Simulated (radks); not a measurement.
The holmium ion Ho²²⁺ in the configuration [Kr] 4d9 (high spin). The calculation used the in-house radial solver radks at this level: scalar-relativistic Kohn-Sham, PBE, spin-polarised, spherical densities, finite nucleus.

```
Z 67
configuration [Kr] 4d9
relativity scalar-relativistic
functional pbe,pbe
spin polarised
nucleus finite rms 5.2022 fm
c 137.035999084
```

Wanted: the number of electrons inside radius r (solid) and the radial density 4πr²ρ (dashed).

The count levels off at 45 electrons. Half of them lie within 0.231 bohr, 90 % within 0.625 bohr and 99 % within 0.908 bohr. The radial density has minima at 0.0273, 0.116 and 0.351 bohr, where the count stands at 1.9, 11.2 and 29.1; these part the shells that the density resolves.

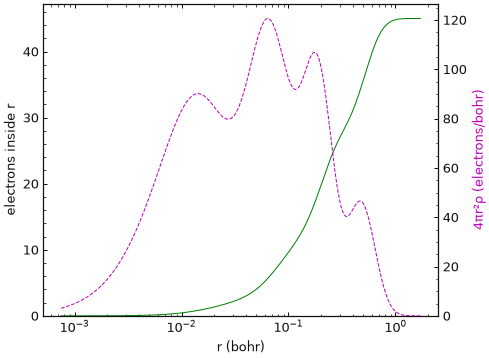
